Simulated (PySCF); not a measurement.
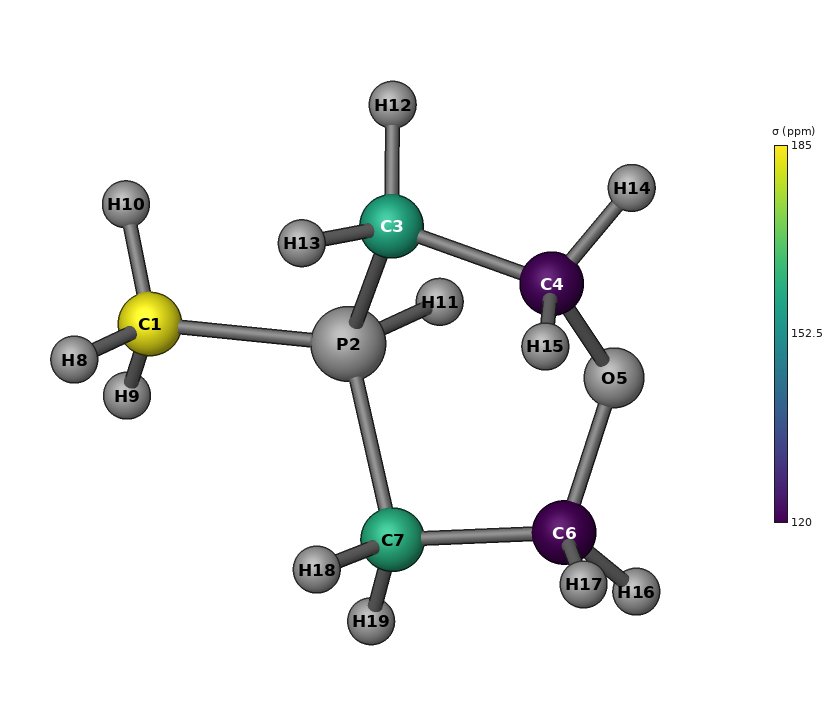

Atoms are coloured by their isotropic NMR shieldings (C only, the others grey). State: charge +1, singlet. The geometry was computed by an optimisation with GFN2-xTB. No frequency run is at hand to confirm it as a minimum. Properties computed with GIAO PBE0/pcSseg-1 NMR shielding, non-relativistic, gas phase (PySCF 2.14.0).

List the isotropic NMR shieldings of the C atoms.

| atom | σ (ppm) |
| --- | --- |
| C1 | 183.0 |
| C3 | 159.4 |
| C4 | 120.9 |
| C6 | 120.2 |
| C7 | 160.9 |

The geometry is semi-empirical. Around P such bond lengths and angles can be off by a tenth of an ångström or more and by several degrees, and values that hang on the shape move with them.
